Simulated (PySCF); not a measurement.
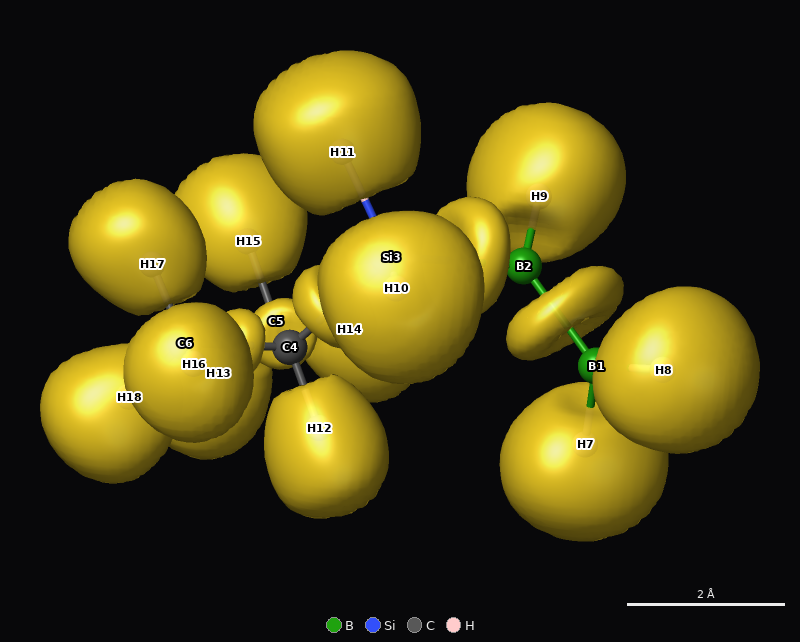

Figure. C₃H₁₂B₂Si. Isosurface of the electron localisation function at 0.8 (yellow), seen from one side. Only the valence region is drawn (cores and ρ < 0.01 e/Å³ removed).

Geometry: GFN2-xTB.

Level of theory: CAM-B3LYP/def2-SVPD, SCF density, gas phase (PySCF).

The calculation's input:

```
{"job": {"kind": "uv", "xc": "CAM-B3LYP", "basis": "def2-SVPD", "nstates": 8, "ntriplets": 3}, "charge": 0, "multiplicity": 1}
B      3.083838    -0.483213     0.351628
B      1.974622    -0.765925    -0.759376
Si     0.509383     0.536315    -0.975225
C     -0.764869     0.280016     0.444712
C     -1.265753    -1.161149     0.482472
C     -1.942674     1.240841     0.330219
H      2.958228    -0.809365     1.474955
H      4.071246     0.119824     0.141262
H      1.910185    -1.703526    -1.462612
H      0.889057     1.964932    -0.918768
H     -0.263969     0.431247    -2.234078
H     -0.259244     0.483415     1.395937
H     -1.980385    -1.301736     1.294156
H     -0.441687    -1.857507     0.629739
H     -1.764974    -1.415010    -0.451053
H     -1.599454     2.272449     0.334603
H     -2.485180     1.068991    -0.596825
H     -2.637131     1.105717     1.159972
```

Launched as:

```sh
OMP_NUM_THREADS=1 python probes_run.py task.json out
```

**Where are the electrons localised?**

At this value the surface marks out one region between bonded B–B atoms (shared pairs), one region between bonded B–Si atoms (shared pairs), two regions between bonded C–C atoms (shared pairs), one region between bonded C–Si atoms (shared pairs) and twelve regions around hydrogen nuclei.

Values along the shortest contacts:
C–C (1.52 Å): the ELF peaks at about 0.95 between the atoms: a covalent bond. B–B (1.60 Å): the ELF peaks at about 1 between the atoms: a covalent bond.
